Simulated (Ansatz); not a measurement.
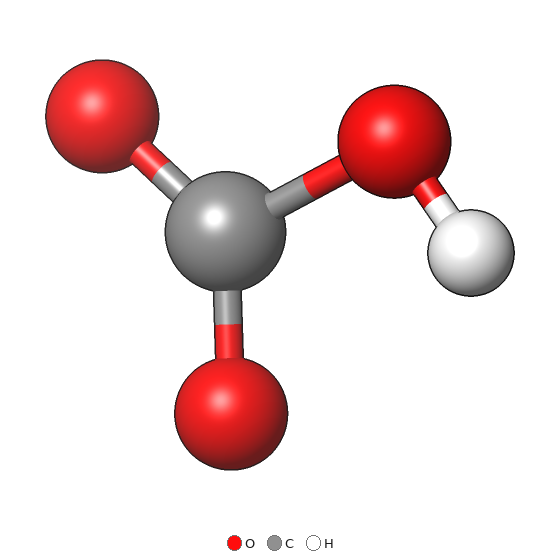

The picture shows a molecular structure as a ball-and-stick model.

Charge −1, singlet.

Description:

It has 5 atoms: 1 carbon, 1 hydrogen and 3 oxygen (CHO₃⁻). As SMILES it reads `O=C([O-])O`. Among its groups: carboxylic acid. This geometry has Cs symmetry. All atoms lie on one plane. Coordination: 1 C trigonal planar; 1 O bent.

The parts below concern this one geometry. Atoms keep their numbers from picture to picture. Computed geometry: PBE0-D4/def2-TZVPD optimisation.

### Thermal motion

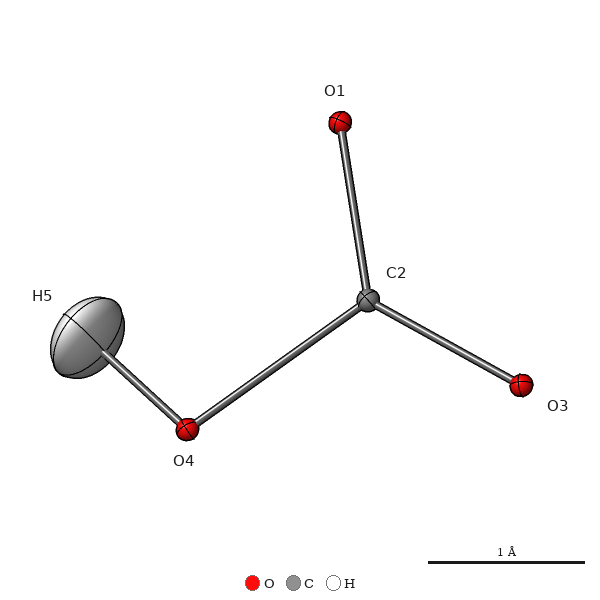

Displacement ellipsoids at the 50 % level, enlarged 1.5 times, from the internal vibrations of the free molecule (harmonic, no overall translation or rotation; no half-axis is drawn under 0.075 Å). Vibrations computed with RKS PBE0-D4/def2-TZVPD (Ansatz 0.2.0). Temperature: 100 K.

Give the displacement parameters, one line for each set of equivalent atoms.

```csv
atom,U_eq (Å²),rms amplitudes (Å)
O1,0.00053,"0.010, 0.025, 0.029"
C2,0.0011,"0.028, 0.033, 0.037"
O3,0.00052,"0.012, 0.025, 0.028"
O4,0.00062,"0.013, 0.025, 0.033"
H5,0.0160,"0.068, 0.125, 0.166"
```

### Electronic properties

Level of theory: RKS PBE0-D4/def2-QZVPPD (Ansatz 0.2.0).

What is the HOMO energy (Kohn–Sham orbital)?

−1.49 eV.

### Vibrations

Harmonic vibrations computed with RKS PBE0-D4/def2-TZVPD (Ansatz 0.2.0) at a stationary point of the same level.

List the wavenumbers.

9 modes: 554, 556, 642, 838, 888, 1202, 1329, 1791, 3841 cm⁻¹.
